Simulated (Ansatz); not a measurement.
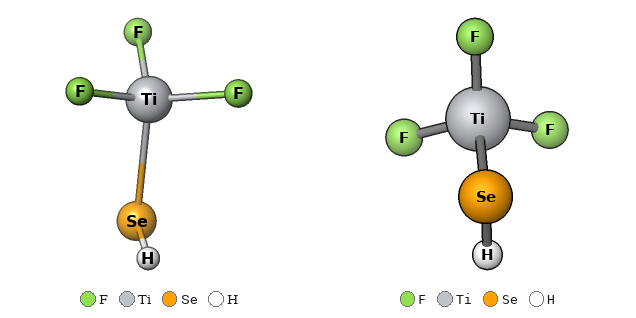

The same structure drawn twice, from different directions.

The species is neutral and a spin singlet. The geometry was computed by an optimisation with PBE0-D4/def2-TZVP.

Identify the structure.

It has 6 atoms: 3 fluorine, 1 hydrogen, 1 selenium and 1 titanium (F3HSeTi). Its SMILES string is `[F][Ti]([F])([F])[SeH]`. The point group is Cs. Coordination: 1 Ti tetrahedral; 1 Se bent.

The parts below concern this one geometry. Atoms keep their numbers from picture to picture.

**Geometry**

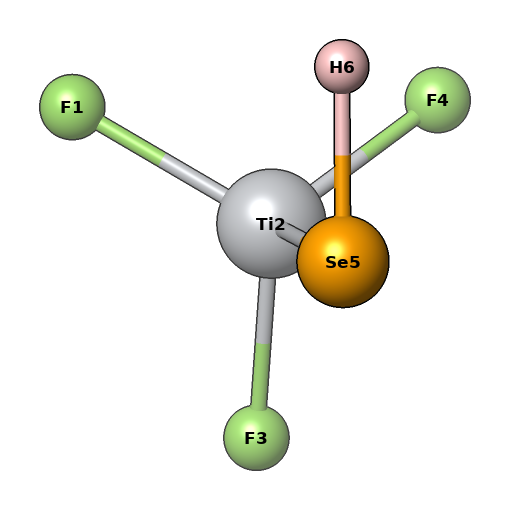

Ti2 lies behind Se5. The molecule seen a little off the Se5–Ti2 bond, Se5 in front. Distant atoms are faded towards the background colour.

**What is the torsion angle H6–Se5–Ti2–F1? The sign is positive where the front bond must turn clockwise to cover the back bond.**

−59°, synclinal (gauche).

**Vibrations**

Harmonic vibrations computed with RKS PBE0-D4/def2-TZVP (Ansatz 0.2.0) at a stationary point of the same level.

**How many vibrational modes are there, and where do they lie?**

12 modes: 82, 126, 150, 172, 204, 211, 352, 472, 734, 796, 814, 2418 cm⁻¹.

**Dipole moment**

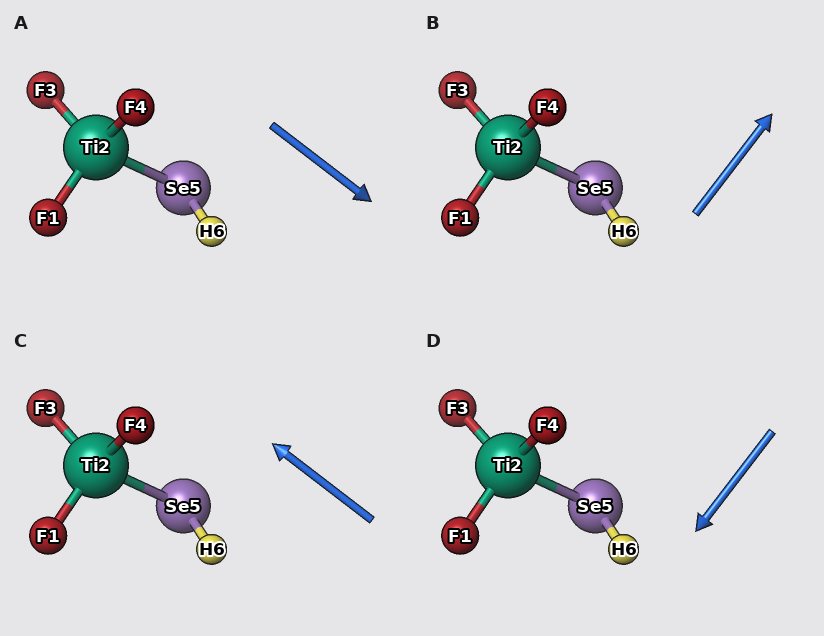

The same molecule four times, each with an arrow. Level of theory: RKS r2SCAN-D4/def2-TZVPP (Ansatz 0.2.0).

**Which arrow points along the dipole moment, from the negative to the positive end?**

A. The dipole moment is 0.79 D; it points from the side of F3 to the side of H6 (the outermost atoms at the two ends).

**Charges**

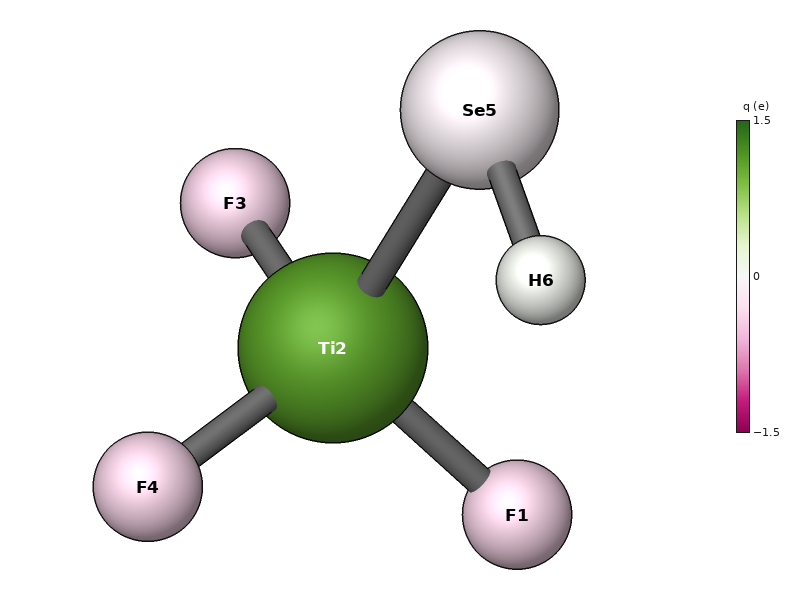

Atoms are coloured by their Mulliken charges. Method: RKS B3LYP-D4/def2-TZVPP (Ansatz 0.2.0).

Give the Mulliken charges atom by atom.

```json
{"atom": "F1", "value (e)": "−0.36"}
{"atom": "Ti2", "value (e)": "1.11"}
{"atom": "F3", "value (e)": "−0.35"}
{"atom": "F4", "value (e)": "−0.36"}
{"atom": "Se5", "value (e)": "−0.09"}
{"atom": "H6", "value (e)": "0.06"}
```

**Thermal motion**

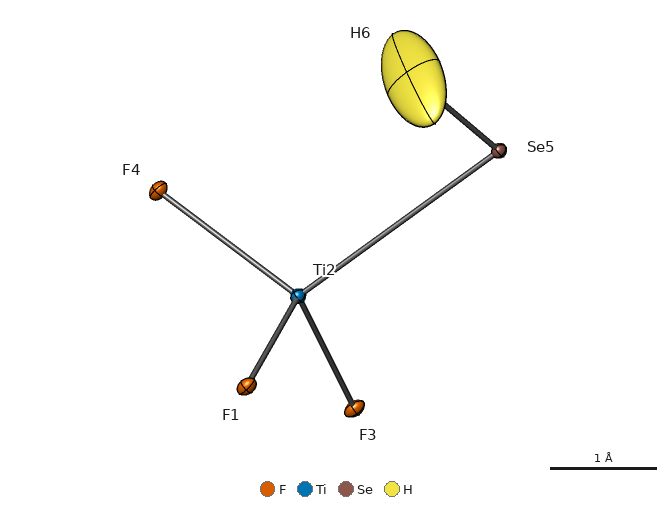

Displacement ellipsoids at the 50 % level, from the internal vibrations of the free molecule (harmonic, no overall translation or rotation; no half-axis is drawn under 0.075 Å). Vibrations computed with RKS PBE0-D4/def2-TZVP (Ansatz 0.2.0). Temperature: 0 K (zero-point motion alone).

Give the displacement parameters, one line for each set of equivalent atoms.

| atom | U_eq (Å²) | rms amplitudes (Å) |
| --- | --- | --- |
| F1, F4 | 0.0027 | 0.038, 0.048, 0.067 |
| Ti2 | 0.00073 | 0.026, 0.027, 0.028 |
| F3 | 0.0028 | 0.038, 0.047, 0.070 |
| Se5 | 0.00031 | 0.013, 0.014, 0.023 |
| H6 | 0.0715 | 0.084, 0.194, 0.412 |

Mulliken values depend strongly on the basis set and can even reverse the polarity of a bond.
